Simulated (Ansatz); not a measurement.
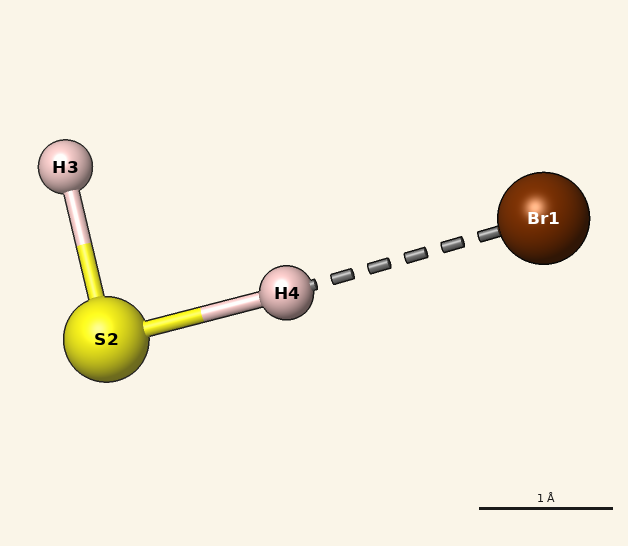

Broken lines mark hydrogen bonds. Charge −1, singlet. The computed structure is the end point of a PBE-D4/def2-SVPD optimisation. No frequency run is at hand to confirm it as a minimum.

Give donor, acceptor, H···A distance and D–H···A angle of each hydrogen bond.

```csv
D–H···A,D–H (Å),H···A (Å),angle (°),kind
S2–H4···Br1,1.46,2.09,178,intermolecular
```
